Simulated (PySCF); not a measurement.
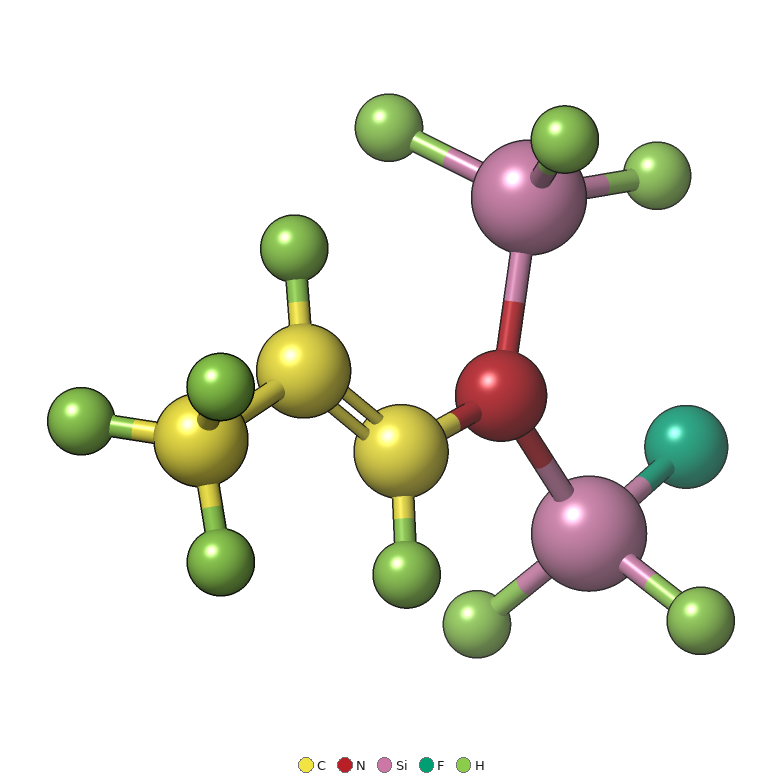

Computed geometry: GFN2-xTB optimisation. No frequency run is at hand to confirm it as a minimum. Level of theory: CAM-B3LYP/def2-SVPD, gas phase (PySCF 2.14.0). Excitations: vertical, linear response.

Give the mean static polarisability at this level.

95.3 bohr³.

What is the dipole moment?

1.53 D.

Estimate the HOMO energy (Kohn–Sham orbital).

−7.53 eV.

Estimate the brightest of the 8 lowest singlets.

6.27 eV.

The geometry is semi-empirical. Around Si such bond lengths and angles can be off by a tenth of an ångström or more and by several degrees, and values that hang on the shape move with them.
